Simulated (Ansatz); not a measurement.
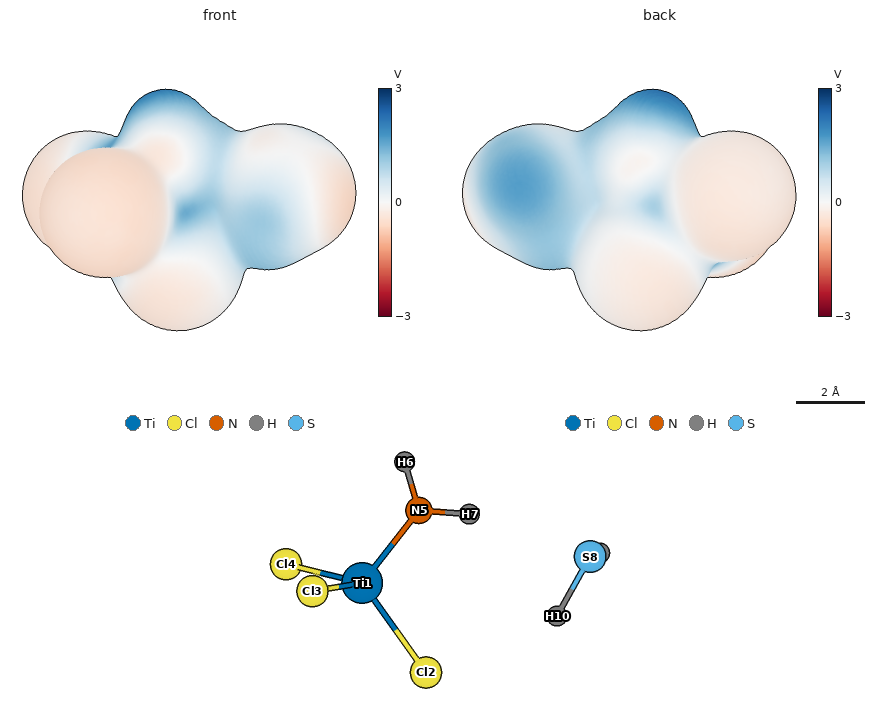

*Cl$_{3}$H$_{2}$NTi···H$_{2}$S. The electrostatic potential painted on the density surface at 0.002 e/bohr³, seen from the front and from behind; red is negative and blue positive. The bare structure is drawn below in the same view.*

These are results of Ansatz 0.2.0, RKS B3LYP/def2-SVP, not measurements.

```xyz
10

Ti   -0.2365    0.5099   -0.1186
Cl    0.5563    0.3234    1.9351
Cl    1.2477    1.4939   -1.4194
Cl   -2.1525    1.5722   -0.2572
N    -0.5172   -1.1913   -0.7165
H    -1.1566   -1.4485   -1.4693
H     0.0000   -2.0047   -0.3539
S     1.2475   -3.6229    1.1732
H     0.1182   -3.8584    1.8821
H     1.4745   -2.4563    1.8240
```

**Which sites attract a positive test charge, and which a negative one?**

A positive charge is drawn to the negative regions and a negative charge to the positive ones. The most negative region (about −0.6 V) lies over Cl3 and S8, the most positive (about +2.1 V) over H6.
